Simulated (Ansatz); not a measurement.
# Geometry relaxation, with input and output: GeNH5SeO (part 2 of 2)

Continued. System: GeNH5SeO, SMILES [NH2][GeH]([OH])[SeH]. Method: RKS r2SCAN-D4/def2-SVP (Ansatz 0.2.0). It belongs to a series of runs on one base structure; here: end point B relaxed.

Geometry of the input (Å):
```
N  -0.5748  1.1752  0.8249
Ge 0.2610  0.0303  -0.3181
O  1.5081  -0.8195  0.5863
Se -1.1988  -1.5238  -1.1729
H  -0.0980  1.1492  1.7403
H  -1.5634  0.7231  1.0697
H  0.9336  0.8205  -1.4854
H  2.0039  -1.4029  -0.0710
H  -1.5985  -1.9877  0.2978
```

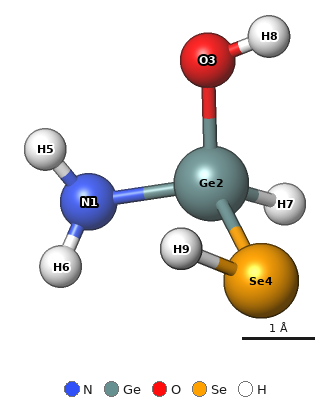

Fig. 1: The geometry at step 17 of the log (ball-and-stick view, seen at a tilt; atoms are numbered from 1 in the order of the input).

## Trajectory as extended XYZ, continued
```
9
Properties=species:S:1:pos:R:3:forces:R:3 step=7 energy=-125468.17298
N    -0.5205    1.1158    0.9009   -0.0309  -0.0126   0.0366
Ge    0.2329    0.0045   -0.3304    0.0150  -0.0004   0.0674
O     1.5411   -0.7532    0.6172    0.0337  -0.0375  -0.0829
Se   -1.3197   -1.5489   -1.2075    0.0038   0.0097  -0.0306
H    -0.0458    1.0530    1.8031   -0.0176  -0.0184  -0.0567
H    -1.5148    0.9467    1.0415    0.0107   0.0444   0.0016
H     0.7963    0.7337   -1.5601    0.0106  -0.0060  -0.0044
H     2.1198   -1.3084    0.0752   -0.0229   0.0369   0.0401
H    -1.6162   -2.0788    0.1317   -0.0026  -0.0162   0.0289
9
Properties=species:S:1:pos:R:3:forces:R:3 step=8 energy=-125468.17640
N    -0.5041    1.1089    0.9117   -0.0287   0.0226   0.0505
Ge    0.2304   -0.0034   -0.3253    0.0167  -0.0086  -0.0145
O     1.5473   -0.7574    0.6092    0.0003   0.0038   0.0133
Se   -1.3262   -1.5564   -1.1979   -0.0083  -0.0278   0.0018
H    -0.0774    0.9815    1.8295   -0.0161  -0.0060  -0.0101
H    -1.5161    1.0373    0.9992    0.0429   0.0069  -0.0064
H     0.7864    0.7232   -1.5600    0.0013   0.0019  -0.0140
H     2.1494   -1.2790    0.0620   -0.0108   0.0024  -0.0086
H    -1.6166   -2.0903    0.1432    0.0027   0.0048  -0.0120
9
Properties=species:S:1:pos:R:3:forces:R:3 step=9 energy=-125468.17764
N    -0.4900    1.1077    0.9236    0.0297  -0.0044  -0.0597
Ge    0.2300   -0.0048   -0.3251    0.0210   0.0040   0.0202
O     1.5527   -0.7528    0.6055    0.0059   0.0083   0.0009
Se   -1.3164   -1.5755   -1.1924    0.0004   0.0025  -0.0004
H    -0.1040    0.9288    1.8500   -0.0065  -0.0173   0.0139
H    -1.5056    1.0865    0.9703   -0.0283   0.0114   0.0218
H     0.7749    0.7204   -1.5666   -0.0096   0.0040   0.0020
H     2.1600   -1.2628    0.0532   -0.0148  -0.0043  -0.0006
H    -1.6286   -2.0832    0.1530    0.0022  -0.0043   0.0019
9
Properties=species:S:1:pos:R:3:forces:R:3 step=10 energy=-125468.17245 accepted=F
N    -0.4685    1.1065    0.9371   -0.3442  -0.0601   0.2855
Ge    0.2324   -0.0042   -0.3247    0.0040   0.0185   0.0150
O     1.5666   -0.7376    0.5990    0.0178  -0.0141  -0.0218
Se   -1.3046   -1.5947   -1.1817    0.0120   0.0005   0.0092
H    -0.1440    0.8474    1.8801   -0.2053   0.1036  -0.4010
H    -1.4967    1.1708    0.9258    0.5467  -0.0460   0.0794
H     0.7526    0.7239   -1.5765   -0.0149   0.0050   0.0212
H     2.1610   -1.2611    0.0449   -0.0206  -0.0053   0.0153
H    -1.6258   -2.0867    0.1677    0.0044  -0.0020  -0.0028
9
Properties=species:S:1:pos:R:3:forces:R:3 step=11 energy=-125468.17855
N    -0.4844    1.1088    0.9271    0.0152   0.0088  -0.0347
Ge    0.2318    0.0003   -0.3266    0.0071  -0.0100   0.0092
O     1.5604   -0.7395    0.6006    0.0040   0.0005   0.0169
Se   -1.3094   -1.5809   -1.1881    0.0074  -0.0003  -0.0058
H    -0.1184    0.9031    1.8561   -0.0001  -0.0121   0.0131
H    -1.5011    1.1118    0.9600   -0.0117   0.0072   0.0060
H     0.7660    0.7274   -1.5714   -0.0129   0.0093   0.0012
H     2.1484   -1.2788    0.0558   -0.0127  -0.0026  -0.0103
H    -1.6201   -2.0876    0.1580    0.0037  -0.0009   0.0043
9
Properties=species:S:1:pos:R:3:forces:R:3 step=12 energy=-125468.17807 accepted=F
N    -0.4632    1.1202    0.9402   -0.1503  -0.0500   0.2439
Ge    0.2288    0.0107   -0.3246    0.0263  -0.0078  -0.1061
O     1.5735   -0.7133    0.5890    0.1673  -0.1879  -0.1161
Se   -1.2733   -1.6123   -1.1876    0.0158   0.0191   0.0606
H    -0.1583    0.8343    1.8776   -0.1103   0.0769  -0.2367
H    -1.4830    1.2030    0.9305    0.2372  -0.0177   0.0147
H     0.7221    0.7496   -1.5795    0.0027   0.0181   0.0139
H     2.1059   -1.3292    0.0587   -0.1715   0.1775   0.1348
H    -1.5795   -2.0987    0.1672   -0.0173  -0.0282  -0.0089
9
Properties=species:S:1:pos:R:3:forces:R:3 step=13 energy=-125468.17814 accepted=F
N    -0.4734    1.1181    0.9260   -0.0133  -0.0100   0.1331
Ge    0.2336    0.0021   -0.3236   -0.0290   0.0351  -0.0649
O     1.5551   -0.7502    0.6024    0.0167   0.0502  -0.0112
Se   -1.2857   -1.5958   -1.1844   -0.0316  -0.0258   0.0024
H    -0.1364    0.8752    1.8592   -0.0408   0.0228  -0.0405
H    -1.4912    1.1556    0.9411    0.0405   0.0016  -0.0066
H     0.7360    0.7544   -1.5668    0.0467  -0.0342  -0.0005
H     2.1250   -1.3014    0.0507    0.0118  -0.0270  -0.0003
H    -1.5900   -2.0936    0.1670   -0.0011  -0.0125  -0.0115
9
Properties=species:S:1:pos:R:3:forces:R:3 step=14 energy=-125468.17932
N    -0.4788    1.1128    0.9286    0.0019   0.0048   0.0114
Ge    0.2323    0.0030   -0.3263   -0.0009   0.0012  -0.0037
O     1.5631   -0.7346    0.5989    0.0147  -0.0063   0.0013
Se   -1.2996   -1.5885   -1.1856    0.0023  -0.0039  -0.0064
H    -0.1282    0.8869    1.8595   -0.0084  -0.0031  -0.0039
H    -1.4960    1.1339    0.9518    0.0037   0.0066  -0.0011
H     0.7557    0.7375   -1.5712   -0.0058  -0.0013  -0.0023
H     2.1350   -1.2923    0.0549   -0.0133   0.0015   0.0022
H    -1.6104   -2.0942    0.1610    0.0058   0.0006   0.0024
9
Properties=species:S:1:pos:R:3:forces:R:3 step=15 energy=-125468.18036
N    -0.4690    1.1198    0.9358   -0.0258  -0.0150   0.0932
Ge    0.2328    0.0109   -0.3250   -0.0019  -0.0104  -0.0301
O     1.5699   -0.7236    0.5930    0.0577  -0.0499  -0.0461
Se   -1.2805   -1.6012   -1.1818   -0.0042  -0.0047   0.0057
H    -0.1519    0.8535    1.8702   -0.0354   0.0232  -0.0725
H    -1.4864    1.1791    0.9362    0.0607   0.0021  -0.0066
H     0.7371    0.7484   -1.5761   -0.0006   0.0077   0.0074
H     2.1097   -1.3182    0.0526   -0.0537   0.0499   0.0506
H    -1.5886   -2.1042    0.1666    0.0031  -0.0030  -0.0014
9
Properties=species:S:1:pos:R:3:forces:R:3 step=16 energy=-125468.18015 accepted=F
N    -0.4567    1.1230    0.9433   -0.1140  -0.0452   0.2314
Ge    0.2347    0.0199   -0.3285    0.0082  -0.0120   0.0070
O     1.5808   -0.7093    0.5802    0.1329  -0.1567  -0.1273
Se   -1.2645   -1.6173   -1.1680   -0.0016  -0.0034  -0.0299
H    -0.1889    0.8043    1.8813   -0.0939   0.0866  -0.2296
H    -1.4724    1.2364    0.9083    0.2052  -0.0214   0.0162
H     0.7240    0.7739   -1.5758   -0.0249  -0.0110  -0.0036
H     2.0834   -1.3478    0.0489   -0.1279   0.1511   0.1309
H    -1.5674   -2.1187    0.1821    0.0160   0.0119   0.0048
9
Properties=species:S:1:pos:R:3:forces:R:3 step=17 energy=-125468.18141
N    -0.4625    1.1218    0.9411   -0.0264  -0.0091   0.0415
Ge    0.2333    0.0147   -0.3248    0.0103  -0.0059  -0.0215
O     1.5765   -0.7174    0.5862    0.0232  -0.0196  -0.0193
Se   -1.2716   -1.6084   -1.1779   -0.0027  -0.0045   0.0046
H    -0.1701    0.8349    1.8763   -0.0230   0.0100  -0.0319
H    -1.4776    1.2075    0.9229    0.0464   0.0045   0.0015
H     0.7250    0.7601   -1.5761   -0.0021   0.0039   0.0048
H     2.0942   -1.3360    0.0529   -0.0288   0.0235   0.0209
H    -1.5741   -2.1128    0.1711    0.0030  -0.0026  -0.0005
9
Properties=species:S:1:pos:R:3:forces:R:3 step=18 energy=-125468.18240
N    -0.4555    1.1223    0.9464   -0.0232   0.0009   0.0087
Ge    0.2353    0.0200   -0.3269   -0.0024  -0.0106   0.0209
O     1.5815   -0.7122    0.5791    0.0151  -0.0002  -0.0117
Se   -1.2628   -1.6157   -1.1708   -0.0026  -0.0054  -0.0169
H    -0.1922    0.8118    1.8821   -0.0168   0.0012  -0.0185
H    -1.4668    1.2390    0.9077    0.0400   0.0054   0.0066
H     0.7148    0.7747   -1.5771   -0.0059  -0.0031   0.0012
H     2.0781   -1.3527    0.0526   -0.0144   0.0059   0.0062
H    -1.5594   -2.1228    0.1785    0.0102   0.0058   0.0036
9
Properties=species:S:1:pos:R:3:forces:R:3 step=19 energy=-125468.18280
N    -0.4450    1.1241    0.9565   -0.0879  -0.0350   0.0533
Ge    0.2326    0.0189   -0.3217    0.0285   0.0469  -0.0566
O     1.5952   -0.6995    0.5700    0.0303  -0.0813  -0.0533
Se   -1.2506   -1.6277   -1.1756    0.0223   0.0016   0.0680
H    -0.2229    0.7823    1.8939   -0.0443   0.0299  -0.0844
H    -1.4501    1.2886    0.8907    0.1184  -0.0096   0.0266
H     0.6871    0.7790   -1.5781    0.0071   0.0156   0.0114
H     2.0567   -1.3767    0.0546   -0.0512   0.0623   0.0485
H    -1.5299   -2.1246    0.1814   -0.0231  -0.0304  -0.0135
9
Properties=species:S:1:pos:R:3:forces:R:3 step=20 energy=-125468.18341
N    -0.4321    1.1284    0.9683   -0.2284  -0.0464   0.1578
Ge    0.2350    0.0340   -0.3253    0.0370  -0.0107   0.0222
O     1.6022   -0.6941    0.5512    0.1187  -0.1846  -0.1375
Se   -1.2256   -1.6468   -1.1564    0.0000   0.0042  -0.0008
H    -0.2743    0.7347    1.9034   -0.0928   0.1153  -0.2640
H    -1.4255    1.3594    0.8614    0.3127  -0.0691   0.0816
H     0.6724    0.8120   -1.5771   -0.0237  -0.0008   0.0114
H     2.0195   -1.4121    0.0469   -0.1286   0.1917   0.1335
H    -1.4986   -2.1512    0.1991    0.0052   0.0005  -0.0041
9
Properties=species:S:1:pos:R:3:forces:R:3 step=21 energy=-125468.19048
N    -0.4179    1.1179    0.9810   -0.0741   0.0352   0.1588
Ge    0.2444    0.0389   -0.3186   -0.0510   0.0293  -0.0954
O     1.6388   -0.6835    0.5108    0.0615  -0.0556  -0.0015
Se   -1.1776   -1.6799   -1.1437    0.0045  -0.0048  -0.0180
H    -0.3687    0.6928    1.9073    0.0116   0.0058  -0.0415
H    -1.3639    1.4659    0.8316    0.0583  -0.0088  -0.0351
H     0.6141    0.8622   -1.5617    0.0095  -0.0221  -0.0118
H     1.9488   -1.4756    0.0494   -0.0177   0.0371   0.0306
H    -1.4450   -2.1743    0.2155   -0.0026  -0.0162   0.0140
9
Properties=species:S:1:pos:R:3:forces:R:3 step=22 energy=-125468.19287
N    -0.4072    1.1205    0.9974   -0.0159   0.0143  -0.0031
Ge    0.2402    0.0458   -0.3170    0.0310  -0.0030   0.0154
O     1.6473   -0.6783    0.4969   -0.0260   0.0027  -0.0237
Se   -1.1684   -1.6870   -1.1379   -0.0040  -0.0129  -0.0041
H    -0.4184    0.6658    1.9093    0.0011  -0.0061   0.0078
H    -1.3236    1.5265    0.8181    0.0131   0.0028  -0.0038
H     0.5935    0.8697   -1.5644   -0.0043   0.0009   0.0075
H     1.9224   -1.4916    0.0521    0.0004   0.0012   0.0046
H    -1.4127   -2.2070    0.2172    0.0044   0.0002  -0.0005
9
Properties=species:S:1:pos:R:3:forces:R:3 step=23 energy=-125468.19175 accepted=F
N    -0.3973    1.1212    1.0107   -0.2199   0.0290   0.0819
Ge    0.2373    0.0513   -0.3136    0.0483  -0.0170   0.0288
O     1.6531   -0.6822    0.4768    0.0082  -0.1148  -0.0894
Se   -1.1468   -1.7068   -1.1286   -0.0163   0.0023  -0.0041
H    -0.4827    0.6393    1.9095   -0.0090   0.1087  -0.1619
H    -1.2761    1.6030    0.7999    0.2177  -0.1348   0.0765
H     0.5679    0.8947   -1.5544   -0.0083  -0.0101   0.0075
H     1.8865   -1.5186    0.0444   -0.0307   0.1288   0.0685
H    -1.3688   -2.2375    0.2267    0.0100   0.0079  -0.0077
9
Properties=species:S:1:pos:R:3:forces:R:3 step=24 energy=-125468.19329
N    -0.4036    1.1228    1.0018    0.0158  -0.0140   0.0201
Ge    0.2393    0.0491   -0.3150   -0.0148  -0.0325  -0.0186
O     1.6480   -0.6813    0.4878   -0.0077   0.0041   0.0008
Se   -1.1673   -1.6931   -1.1346    0.0277   0.0293  -0.0031
H    -0.4442    0.6567    1.9073   -0.0075   0.0133  -0.0003
H    -1.3032    1.5593    0.8110   -0.0043   0.0026  -0.0051
H     0.5831    0.8816   -1.5587   -0.0021  -0.0022  -0.0018
H     1.9072   -1.5049    0.0527   -0.0067   0.0036  -0.0051
H    -1.3861   -2.2257    0.2193   -0.0003  -0.0043   0.0131
9
Properties=species:S:1:pos:R:3:forces:R:3 step=25 energy=-125468.19338
N    -0.4004    1.1245    1.0079   -0.0249  -0.0180   0.0191
Ge    0.2356    0.0492   -0.3114    0.0008  -0.0089  -0.0319
O     1.6448   -0.6868    0.4839    0.0114  -0.0111   0.0043
Se   -1.1597   -1.6969   -1.1352    0.0034   0.0116   0.0216
H    -0.4662    0.6527    1.9098   -0.0088   0.0311  -0.0305
H    -1.2862    1.5859    0.8060    0.0338  -0.0218   0.0124
H     0.5720    0.8825   -1.5565    0.0040   0.0118   0.0053
H     1.8959   -1.5125    0.0472   -0.0113   0.0180   0.0029
H    -1.3627   -2.2342    0.2199   -0.0082  -0.0127  -0.0033
9
Properties=species:S:1:pos:R:3:forces:R:3 step=26 energy=-125468.19311 accepted=F
N    -0.3974    1.1256    1.0101   -0.0438   0.0039   0.0065
Ge    0.2359    0.0516   -0.3118   -0.0029  -0.0024   0.0404
O     1.6435   -0.6891    0.4808    0.0326  -0.0104   0.0025
Se   -1.1559   -1.6984   -1.1260   -0.0334  -0.0222  -0.0298
H    -0.4818    0.6505    1.9088   -0.0069   0.0297  -0.0375
H    -1.2729    1.6040    0.8003    0.0513  -0.0338   0.0223
H     0.5712    0.8925   -1.5522   -0.0086  -0.0070  -0.0041
H     1.8901   -1.5145    0.0409   -0.0077   0.0150   0.0068
H    -1.3597   -2.2579    0.2208    0.0194   0.0271  -0.0071
9
Properties=species:S:1:pos:R:3:forces:R:3 step=27 energy=-125468.19362
N    -0.3994    1.1230    1.0081    0.0012  -0.0046  -0.0007
Ge    0.2369    0.0480   -0.3111   -0.0036   0.0120  -0.0029
O     1.6472   -0.6871    0.4832    0.0023  -0.0065  -0.0025
Se   -1.1624   -1.6953   -1.1310    0.0003  -0.0023   0.0010
H    -0.4744    0.6533    1.9093   -0.0013   0.0032   0.0020
H    -1.2804    1.5896    0.8019   -0.0007   0.0008  -0.0003
H     0.5721    0.8867   -1.5533   -0.0006  -0.0026   0.0025
H     1.8962   -1.5116    0.0437    0.0024   0.0003   0.0022
H    -1.3627   -2.2421    0.2208   -0.0001  -0.0002  -0.0013
```

## Results in brief

| quantity | value |
| --- | --- |
| outcome | converged |
| total energy | −125468.1936 eV |
| mean-field energy | −125468.1459 eV |
| largest force (length of the vector) at the end | 0.013 eV/Å |
| wall time | 65 s (CPU time 2.1 min) |
| peak memory | 0.23 GiB |
